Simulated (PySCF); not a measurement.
C8H9F (SMILES Cc1cccc(CF)c1)

Input

```
{"job": {"kind": "nmr", "xc": "PBE0", "basis": "pcSseg-1", "pop": false}, "charge": 0, "multiplicity": 1}
C     -2.470100    -0.605500     0.806500
C     -1.200700    -0.026400     0.260100
C     -1.208100     1.193200    -0.407800
C     -0.039500     1.717700    -0.926500
C      1.156300     1.033700    -0.788700
C      1.178900    -0.184000    -0.127100
C      2.454500    -0.962300     0.046600
F      3.534600    -0.325100    -0.508700
C      0.000900    -0.705900     0.392500
H     -3.169200     0.182200     1.077200
H     -2.946400    -1.233900     0.053400
H     -2.272700    -1.220200     1.681400
H     -2.137400     1.733300    -0.517400
H     -0.055300     2.667200    -1.440600
H      2.070700     1.442300    -1.190400
H      2.384200    -1.942100    -0.442300
H      2.686500    -1.102500     1.109900
H      0.024100    -1.655400     0.910200
```

Command:

```sh
OMP_NUM_THREADS=1 python probes_run.py task.json out
```

Geometry: GFN2-xTB, NEB image 0 of 0 to 8.

Method: PBE0/pcSseg-1, SCF density, gas phase, non-relativistic in PySCF.

Question: Predict the electron density and electron localisation function between the atoms.

Answer: C–F (1.37 Å): the density is about 2.1 e/Å³ at the midpoint, with its minimum of 1.7 e/Å³ about 0.5 Å from C; the ELF peaks at about 0.85 between the atoms, as expected for a shared but strongly polarised pair.
C–C (1.38 Å): ρ at the midpoint is about 2.1 e/Å³; the ELF peaks at about 0.95 between the atoms: a covalent bond.
C–H (1.08 Å): the density is about 2 e/Å³ at the midpoint; the ELF climbs to about 1 towards the hydrogen, as it does in any bond to H: an ordinary covalent bond to hydrogen.
C–C (1.50 Å): the density is about 1.7 e/Å³ at the midpoint; the ELF peaks at about 0.95 between the atoms: a shared electron pair.

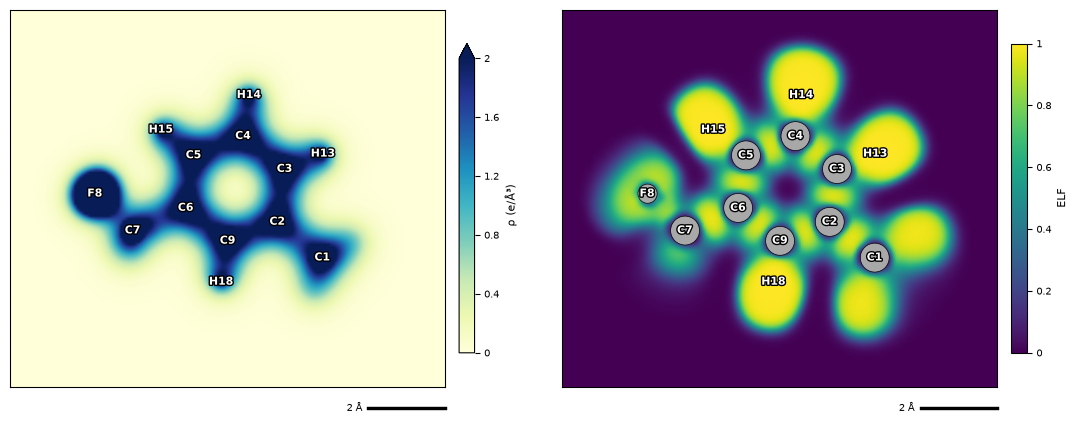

Computed electron density and electron localisation function on the plane of atoms C6, C9 and H18, in this order. Grey discs cover the atomic cores in the ELF map. 
